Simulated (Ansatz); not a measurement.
# Cr3GaN (Pm-3m): phonons and vibrational spectra, part 2 of 2

How does Cr3GaN (Pm-3m) vibrate, and is this structure a minimum?

Ansatz 0.2.0; DFT PBEsol, scalar-relativistic, plane waves, PAW; PAW set soft_1.

So far. Step 4 (Relaxing to small forces for the phonons): The forces vanish by symmetry and the pressure is -0.009 GPa, within the tolerances set. The cell now holds 10.77 Å³/atom. Step 5 (Zone-centre response): Before it was imposed, the acoustic sum rule was missed by 8.1e-5 eV/Å². Small misses are needed for a sound result but don't prove that mesh and cutoff are converged. The lowest optical mode is real, 104 cm⁻¹. The relaxed cell has a = 3.776 Å (conventional setting).

### 6. The dispersion

Stability and thermal properties need the whole zone. Linear response on a 2×2×2 q mesh gives force constants as far as a supercell of that size would.

Contents of input.yaml:

```yaml
crystal:
  lattice:
    - [3.7759371135, 0.0, 0.0]
    - [0.0, 3.7759371135, 0.0]
    - [0.0, 0.0, 3.7759371135]
  atoms:
    - { symbol: Cr, position: [0.5, 0.0, 0.5] }
    - { symbol: Cr, position: [0.0, 0.5, 0.5] }
    - { symbol: Cr, position: [0.5, 0.5, 0.0] }
    - { symbol: Ga, position: [0.0, 0.0, 0.0] }
    - { symbol: "N", position: [0.5, 0.5, 0.5] }
kpoints:
  mp_grid: { grid: [12, 12, 12] }
hamiltonian:
  xc: pbesol
  pseudopotentials: { kind: paw, azcp: { folder: soft_1 }, xc_functional: pbe }
scf:
  occupations: { method: methfessel_paxton, width: 0.2 }
output:
  eigenvalues: true
phonons:
  method: dfpt
  qmesh: [2, 2, 2]
  temperatures: { t_max: 1000, t_step: 50 }
  qpath:
    path:
      - [[0.0, 0.0, 0.0], [0.0, 0.5, 0.0], [0.5, 0.5, 0.0], [0.0, 0.0, 0.0], [0.5, 0.5, 0.5], [0.0, 0.5, 0.0]]
      - [[0.5, 0.5, 0.5], [0.5, 0.5, 0.0]]
    npoints: 10
```

Command:

```console
ansatz run input.yaml --threads 4 --pin off --max-ram 10240MiB --backend cpu --events-out ev --progress --plain --runs-dir out
```

Numbers of over 12 decimals in the logs are rounded to 6 here.

The program printed:

```text
[...]
Crystal: 5 atoms, lattice volume = 53.836 Å³
Basis set: ecut = 420 eV, 1021 PW (Γ), exchange–correlation on 54×54×54 points (8 copies of the dense FFT grid, shifted against one another)
Bands: 36, of which v1, the nominal top of the filled ones, is band 30 counted from 1 (29 counted from 0)
Symmetry: 48 space group operations
k-points: 84 of 1728
[...]
SCF iter   1: F=—  HF=-14175.521537 eV  |F-HF|=—  |Δ(HF+E_count)|=         —  Δρ=2.02e-1  dr2=2.12e1  ethr=3.10e-3  ⟨swp⟩=5.0  Hψ=9738  notcnv=0
[...]
SCF iter  13: F=-14171.037453 eV  HF=-14171.037453 eV  |F-HF|=5.46e-12  |Δ(HF+E_count)|=  1.09e-11  S|Δr|=    0.00e0  Δρ=8.53e-8  dr2=3.33e-12  ethr=1.00e-12  ⟨swp⟩=5.3  Hψ=12747  notcnv=0
[...]
SCF 1 converged in 13 iterations: F = -14171.037453 eV  dr2 = 3.33e-12
[...]
SCF iter   1: F=—  HF=-14171.037448 eV  |F-HF|=—  |Δ(HF+E_count)|=         —  Δρ=8.01e-7  dr2=3.63e-10  ethr=6.22e-8  ⟨swp⟩=3.1  Hψ=17538  notcnv=0
eigensolver tolerance schedule: the retry pair's looser diagonalisation over-reported the residual by 102941.34 of it (diagonalisation noise at an unbounded share of the residual, at the tolerance the schedule requests for it); recorded, not acted on — ethr = c·dr2/N_el stays at c = 1.0e-1
[...]
SCF iter   2: F=—  HF=-14171.037453 eV  |F-HF|=—  |Δ(HF+E_count)|=   4.98e-6  S|Δr|=    0.00e0  Δρ=6.48e-7  dr2=2.05e-10  ethr=1.00e-12  ⟨swp⟩=3.0  Hψ=7807  notcnv=0
[...]
SCF iter   4: F=-14171.037453 eV  HF=-14171.037453 eV  |F-HF|=1.09e-11  |Δ(HF+E_count)|=  1.46e-11  S|Δr|=    0.00e0  Δρ=1.28e-7  dr2=8.87e-12  ethr=1.00e-12  ⟨swp⟩=2.0  Hψ=6996  notcnv=0
SCF 2 converged in 4 iterations: F = -14171.037453 eV  dr2 = 8.87e-12
phonons: the bands overlap, so this run is a metal and interpolates without the dipole-dipole term. If the crystal is really an insulator or semiconductor, its LO-TO splitting is missing
NSCF: frozen V_eff on 84 k-points
[...]
DFPT response loops at q = (0, 0, 0) (fractional): preconditioner auto → Kerker (q_TF=auto, 2.778 Å⁻¹) (partly filled bands, converged f_vac=0.000); β = 1.00, the filter's whole step (`scf.mixing.beta` (0.50) is not read by the response loops under this deck's `scf.mixing.preconditioner`; to damp them name `kerker` or `kerker_dos`, under which they read `scf.mixing.beta`, and type it under 1.00, their step now; both keys bind the ground state too); Broyden in place of MSR1
[...]
SCF converged after 13 iterations
[...]
Free energy (F): -14171.037453 eV
[...]
Internal energy: -14171.035473 eV  (E = F + TS)
E sigma→0 (E₀):  -14171.036958 eV
Entropy (-TS):   -0.001980 eV (-0.396 meV/atom)
Fermi energy:    17.569455 eV
[...]
--- Band table (eV; the first three rows and the last of 84) ---
  k-point 0: bands = [... 26 lower, 14.8094, 17.6896, 17.6896, 17.6896, 18.0867, 18.0867, 19.3328, 19.5109, ... 2 higher]
  k-point 1: bands = [... 26 lower, 14.8700, 17.6140, 17.6140, 17.6589, 17.9284, 18.0876, 19.2818, 19.4192, ... 2 higher]
  k-point 2: bands = [... 26 lower, 15.0463, 17.4903, 17.4903, 17.5427, 17.5733, 18.0888, 19.1319, 19.3232, ... 2 higher]
  k-point 83: bands = [... 26 lower, 16.3443, 16.3443, 16.5574, 16.5574, 16.5574, 18.1604, 18.1604, 19.2710, ... 2 higher]
--- Phonons (Γ-DFPT): 4 representative perturbations + reference (Σ response iterations 12) ---
  ASR residual: 8.079e-5 → 0.000e0 eV/Å²; symmetrization residual: 2.575e-6 eV/Å²
  ASR residual per site (eV/Å²): 2.07e-5 2.07e-5 2.07e-5 8.08e-5 6.29e-6
[...]
--- Phonons (arbitrary-q DFPT): 4 irreducible q on the 2×2×2 mesh ---
  q = [0.0000, 0.0000, 0.0000] (star 1, of the zone-centre solve; hermiticity 2.36e-7, symmetrization 1.86e-12): -0.00 -0.00 0.00 104.39 104.39 104.39 148.22 148.22 148.22 217.16 217.16 217.16 679.46 679.46 679.46
  q = [0.0000, 0.0000, -0.5000] (star 3, 9 solved perturbations in 2646 linear systems a pass and spin channel, the states on 343 of 1728 k-point pairs; hermiticity 2.15e-7, symmetrization 1.69e-12): 113.68 113.68 143.99 143.99 165.81 165.81 186.22 203.47 219.68 220.65 220.65 377.38 698.98 698.98 735.75
[...]
sum rule: each row above includes the acoustic sum rule's correction from the zone centre's row sums; it moved no ω² by more than (0.56 cm⁻¹)²
  mesh force constants: q→R imaginary residual 3.44e-18; ASR residual 8.079e-5 → 0.000e0 eV/Å²; symmetrization residual 2.487e-14 eV/Å²
  interpolated dispersion: 62 rows × 15 modes
  density of states and harmonic sums: on the 16×16×16 q-mesh, interpolated from the force constants of a 2×2×2 supercell (no non-analytic term)
  largest difference from the sums on the solved wave vectors: F 3.60e-2 eV, S 6.82e-5 and C_V 3.22e-5 eV/K
  zero-point energy: 0.283254 eV/cell   skipped modes (ω ≤ 0): 3   left out of the sums: 4.88e-5 of the cell's modes: C_V's classical limit lies that fraction below 3 k_B per atom; for a crystal, a wire or a layer, F and S can be off by more, and a phonons.interpolated_qmesh denser along its periods is the remedy for the sampling
```

Elapsed: 9.8 min, on 4 threads of Arm Neoverse V1, shared host; peak memory 2.2 GiB.

Numbers from this step:

```
sum-rule residual before enforcement                       : 8.08e-5 eV/Å²
lowest frequency on the path                               : 0 cm⁻¹
highest frequency on the path or at a solved wavevector    : 747.4 cm⁻¹
mean frequency                                             : 304.6 cm⁻¹
Debye temperature (second moment)                          : 692 K
logarithmic mean frequency                                 : 249.9 cm⁻¹
lowest mode on the q mesh (acoustic modes at Γ apart)      : 104.4 cm⁻¹
zero-point energy per atom                                 : 56.65 meV
heat capacity at 300 K                                     : 20.39 J/(mol atoms K)
vibrational entropy at 300 K                               : 23.16 J/(mol atoms K)
edges of the widest gap between branches, on path and mesh : 389.8, 679.5 cm⁻¹
```

Frequencies (cm⁻¹) solved at each irreducible wavevector; negative means imaginary. Frequencies by wavevector, by row:

| q in reciprocal lattice units | star | mode 1 | mode 2 | mode 3 | mode 4 | mode 13 | mode 14 | mode 15 |
| --- | --- | --- | --- | --- | --- | --- | --- | --- |
| 0 0 0 | 1 | 0 | 0 | 0 | 104.4 | 679.5 | 679.5 | 679.5 |
| 0 0 -0.5 | 3 | 113.7 | 113.7 | 144 | 144 | 699 | 699 | 735.8 |
| 0 -0.5 -0.5 | 3 | 133.9 | 165.7 | 165.7 | 177.5 | 715.4 | 742.9 | 742.9 |
| -0.5 -0.5 -0.5 | 1 | 145.7 | 145.7 | 145.7 | 168 | 747.4 | 747.4 | 747.4 |

Interpolated from a 2×2×2 q mesh, rough between the solved points. Phonon branches along the path, in cm⁻¹:

```
    point  branch 1  branch 2  branch 3  branch 4  branch 12  branch 13  branch 14  branch 15
        Γ         0         0         0       104        217        680        680        680
        X       114       114       144       144        377        699        699        736
        M       134       166       166       178        367        715        743        743
        Γ         0         0         0       104        217        680        680        680
        R       146       146       146       168        390        747        747        747
        X       114       114       144       144        377        699        699        736
jump to R       146       146       146       168        390        747        747        747
        M       134       166       166       178        367        715        743        743
```

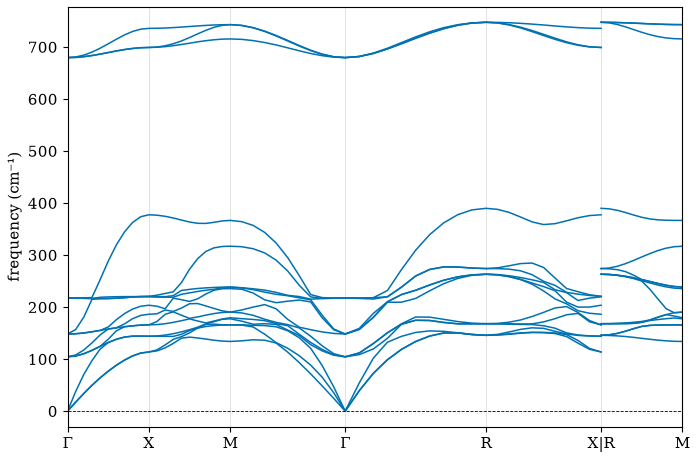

Phonon branches along the path.

The phonon density of states has structure finer than the step of the table below, so its rows give means over 25 cm⁻¹, whole bins alone (the curve runs from 5 to 745 cm⁻¹). Peaks (cm⁻¹: height): 165.0: 0.126, 235.0: 0.0878, 355.0: 0.0238, 735.0: 0.0619.

Tetrahedra on a 16×16×16 mesh, mean over bins of 10 cm-1. Interpolated from a 2×2×2 q mesh, rough between the solved points. Table of phonon density of states by wavenumber; means over each step:

| wavenumber (cm⁻¹) | phonon density of states (1/cm⁻¹/cell) |
| --- | --- |
| 25 | 2.7e-4 |
| 50 | 0.00133 |
| 75 | 0.00389 |
| 100 | 0.0107 |
| 125 | 0.0362 |
| 150 | 0.0933 |
| 175 | 0.0941 |
| 200 | 0.0489 |
| 225 | 0.0815 |
| 250 | 0.0457 |
| 275 | 0.0174 |
| 300 | 0.0132 |
| 325 | 0.00705 |
| 350 | 0.0166 |
| 375 | 0.00946 |
| 400 | 2.4e-4 |
| 425 | 0 |
| 450 | 0 |
| 475 | 0 |
| 500 | 0 |
| 525 | 0 |
| 550 | 0 |
| 575 | 0 |
| 600 | 0 |
| 625 | 0 |
| 650 | 0 |
| 675 | 0.00452 |
| 700 | 0.0413 |
| 725 | 0.0525 |

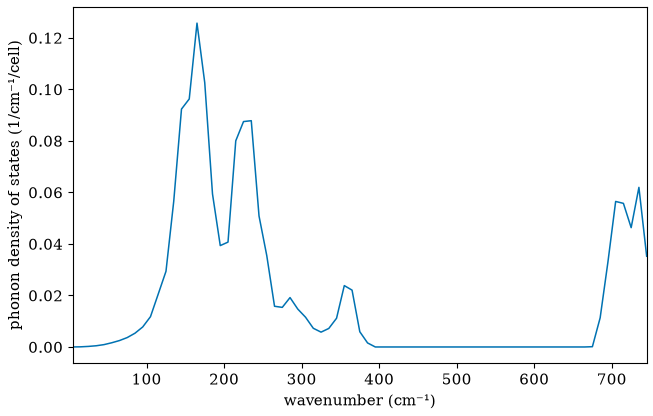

Phonon density of states against wavenumber.

The partial phonon density of states has structure finer than the step of the table below, so its rows give means over 50 cm⁻¹, whole bins alone (the curve runs from -10 to 779 cm⁻¹). Peaks (cm⁻¹: height): Cr 153.8: 0.0709, 233.2: 0.0631, 357.3: 0.0236, 704.8: 0.00985; Ga 168.7: 0.0526, 218.3: 0.0302; N 734.6: 0.0550.

Phonopy on the run's constants, 15x15x15 mesh, Gaussian sigma 5.6 cm-1. Interpolated from a 2×2×2 q mesh, rough between the solved points. Table of partial phonon density of states by wavenumber; means over each step; values in 1/cm⁻¹/cell:

```csv
wavenumber (cm⁻¹),Cr,Ga,N
50,1.0e-3,4.9e-4,7.1e-5
100,0.00872,0.00360,3.0e-4
150,0.0579,0.0273,0.00147
200,0.0404,0.0213,0.00239
250,0.0385,0.00725,0.00139
300,0.0119,3.7e-5,6.9e-4
350,0.0136,7.7e-6,4.4e-4
400,0.00116,0,1.7e-5
450,0,0,0
500,0,0,0
550,0,0,0
600,0,0,0
650,2.7e-5,0,9.5e-5
700,0.00593,9.6e-6,0.0298
750,7.9e-4,1.6e-5,0.0233
```

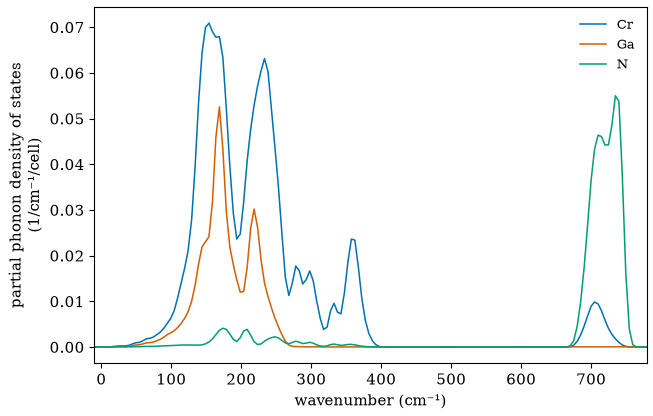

Partial phonon density of states against wavenumber.

Harmonic thermodynamic functions per atom, from the density of states. Interpolated from a 2×2×2 q mesh, rough between the solved points. Thermodynamic functions, by row:

| T (K) | F_vib (meV/atom) | S (J/mol-atom/K) | C_V (J/mol-atom/K) |
| --- | --- | --- | --- |
| 0 | 56.65 | 0 | 0 |
| 50 | 56.55 | 0.929 | 3.121 |
| 100 | 54.96 | 5.577 | 10.68 |
| 200 | 43.87 | 15.46 | 17.44 |
| 300 | 23.69 | 23.16 | 20.39 |
| 400 | -3.59 | 29.26 | 21.98 |
| 500 | -36.59 | 34.27 | 22.89 |
| 600 | -74.36 | 38.5 | 23.45 |
| 700 | -116.2 | 42.14 | 23.82 |
| 800 | -161.6 | 45.34 | 24.07 |
| 900 | -210.1 | 48.19 | 24.24 |
| 1000 | -261.4 | 50.75 | 24.37 |

Harmonic mean-square displacement, third of the trace. Interpolated from a 2×2×2 q mesh, rough between the solved points. Mean square displacements, by row:

```
T (K)  Cr1 U_eq (Å²)  Cr2 U_eq (Å²)  Cr3 U_eq (Å²)  Ga4 U_eq (Å²)  N5 U_eq (Å²)
    0        0.00168        0.00168        0.00168        0.00144       0.00218
  100        0.00207        0.00207        0.00207        0.00182       0.00236
  300        0.00447        0.00447        0.00447        0.00409       0.00348
  600        0.00857        0.00857        0.00857        0.00789       0.00576
```

Symmetry leaves 4 wavevectors to solve. The lowest mode among them, the acoustic zeros apart, lies at Γ and is real, 104 cm⁻¹.

### 7. Another isotope, element Ga, natural mass 69.723 amu

An isotope changes the mass and not the force constants, so no new electronic calculation is needed; the shifts show which modes move this element.

The same force constants with the mass of Ga changed from 69.723 to 70.925 u (phonopy, no LO-TO term). Both lists are sorted by frequency; levels can cross, so a row need not hold one and the same mode. Modes under 3 cm⁻¹ are left out. Isotope shifts, by row, the first 40 of 57 rows:

```
          q  rank  natural mass (cm⁻¹)  changed mass (cm⁻¹)
      0 0 0     4                104.4                104.4
      0 0 0     5                104.4                104.4
      0 0 0     6                104.4                104.4
      0 0 0     7                148.2                148.1
      0 0 0     8                148.2                148.1
      0 0 0     9                148.2                148.1
      0 0 0    10                217.2                  216
      0 0 0    11                217.2                  216
      0 0 0    12                217.2                  216
      0 0 0    13                679.5                679.5
      0 0 0    14                679.5                679.5
      0 0 0    15                679.5                679.5
   0 0 -0.5     1                113.7                113.7
   0 0 -0.5     2                113.7                113.7
   0 0 -0.5     3                  144                143.2
   0 0 -0.5     4                  144                143.2
   0 0 -0.5     5                165.8                165.8
   0 0 -0.5     6                165.8                165.8
   0 0 -0.5     7                186.2                184.6
   0 0 -0.5     8                203.5                203.5
   0 0 -0.5     9                219.7                219.7
   0 0 -0.5    10                220.7                219.9
   0 0 -0.5    11                220.7                219.9
   0 0 -0.5    12                377.4                377.4
   0 0 -0.5    13                  699                  699
   0 0 -0.5    14                  699                  699
   0 0 -0.5    15                735.8                735.8
0 -0.5 -0.5     1                133.9                133.9
0 -0.5 -0.5     2                165.7                164.6
0 -0.5 -0.5     3                165.7                164.6
0 -0.5 -0.5     4                177.5                177.5
0 -0.5 -0.5     5                179.5                  178
0 -0.5 -0.5     6                190.3                190.3
0 -0.5 -0.5     7                190.3                190.3
0 -0.5 -0.5     8                235.5                235.5
0 -0.5 -0.5     9                238.5                238.1
0 -0.5 -0.5    10                238.5                238.1
0 -0.5 -0.5    11                  317                  317
0 -0.5 -0.5    12                366.6                366.6
0 -0.5 -0.5    13                715.4                715.4
```

A mode of this element alone would shift by -0.85 %. The highest zone-centre frequency without the field goes from 679.5 to 679.5 cm⁻¹ (-0.0 %). The product of the frequency ratios over all optical modes at Γ is 0.982; the product rule, (m/m′)^(3k/2) (M′/M)^(3/2) with k = 1 such atoms and M the mass of the cell, gives 0.982.

### 8. Another isotope, element N, natural mass 14.007 amu

The same for N, from 14.01 to 15.00 u.

A mode of this element alone would shift by -3.37 %. The highest zone-centre frequency without the field goes from 679.5 to 661.7 cm⁻¹ (-2.6 %). The product of the frequency ratios over all optical modes at Γ is 0.908; the product rule, (m/m′)^(3k/2) (M′/M)^(3/2) with k = 1 such atoms and M the mass of the cell, gives 0.908.

### 9. Summary of results

```json
{"space group after relaxation (within 0.01 Å)": "Pm-3m", "volume per atom": "10.8 Å³", "electronic character": "no gap on this mesh", "highest optical mode at the zone centre (no LO-TO term)": "679 cm⁻¹", "lowest optical zone-centre mode": "104 cm⁻¹", "lowest mode on the q mesh (acoustic modes at Γ apart)": "104 cm⁻¹", "highest frequency on the path or at a solved wavevector": "747 cm⁻¹", "zero-point energy per atom": "56.6 meV", "heat capacity at 300 K": "20.4 J/(mol atoms K)", "vibrational entropy at 300 K": "23.2 J/(mol atoms K)", "Debye temperature (second moment)": "692 K", "imaginary modes on the 2×2×2 q mesh": "none"}
```

What this shows: The structure is a minimum as far as tested: no mode is imaginary at the 4 irreducible wavevectors of the 2×2×2 mesh, and the softest away from the acoustic zeros lies at 104 cm⁻¹. The optical modes at Γ span 104 to 679 cm⁻¹. The highest mode in this list at Γ, 679.5 cm⁻¹, is mostly motion of N (78 % of the kinetic energy). On the path and the mesh, the widest gap between branches runs from 390 to 680 cm⁻¹. The q mesh stands for a supercell only 7.6 Å across, so branches between the solved wavevectors are rough. With no gap, or one that is small against the smearing, the frequencies hang on the k mesh and the smearing, most of all near Kohn anomalies. The phonon runs are without spin polarisation, although Cr often carries a moment. The PAW files were made for PBE and serve the other functionals too. These are harmonic frequencies at zero temperature: anharmonic shifts, linewidths and thermal expansion are left out.

[Logs are printed without paths, hosts, clocks, repeated set-up lines and the standing remarks that a program may print on its own settings, such as how far it seeks lower states.]

[Hosts, paths, dates, database ids (printed as entryN), source tags and the programs' standing remarks are cut or masked in the printed files.]
